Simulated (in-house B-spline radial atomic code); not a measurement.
Rh⁺, Pd⁺, Ag⁺, Cd⁺, In⁺, Sn⁺, Sb⁺, Te⁺, I⁺, Xe⁺, Cs⁺, Ba⁺, La⁺, Ce⁺ and Pr⁺. Level of theory: Hartree–Fock ΔSCF; calculated with a radial B-spline solver. Open p, d and f shells are averaged over both j, so the values don't run from ground level to ground level. Some pairs of configurations differ by more than the removed electron.

Before looking at the plot, say what to expect. Its caption: Ionisation energies with and without relativity.

With relativity the highest value is 22.79 eV (Cs⁺) and the lowest 9.359 eV (Ba⁺). Relativity matters most for Ce⁺ ([Xe] 4f1 5d2 → [Xe] 4f2), where it raises the value from 8.793 eV to 10.96 eV.

The result:

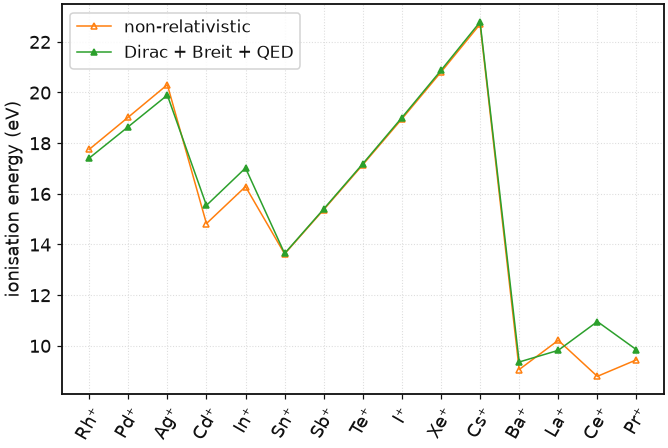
